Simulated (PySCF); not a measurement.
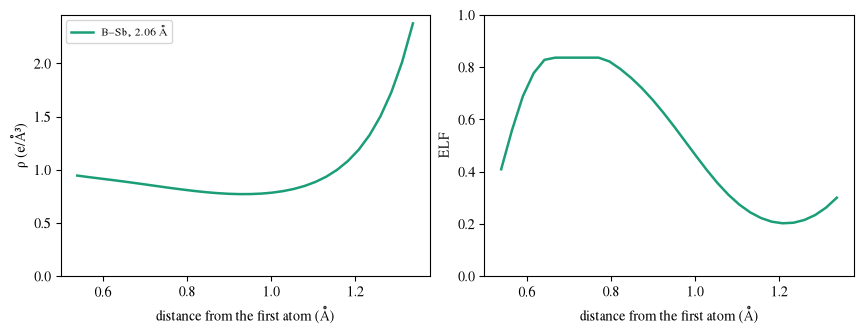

BSb (triplet). Total electron density and electron localisation function along straight lines between neighbouring atoms. The curves leave out the atomic cores.

Method: PySCF 2.14.0, PBE0/x2c-TZVPPall, spin-free X2C-1e, Gaussian nucleus, at a bond length of 2.056 Å.

| atom | x (Å) | y (Å) | z (Å) |
| --- | --- | --- | --- |
| B | 0.0000 | 0.0000 | -1.8844 |
| Sb | 0.0000 | 0.0000 | 0.1716 |

### What can be read from the curves?

B–Sb (2.06 Å): ρ at the midpoint is about 0.8 e/Å³; the ELF peaks at about 0.85 in the valence shell of B, 0.7 Å from its nucleus, and drops to about 0.20 between the two atoms.
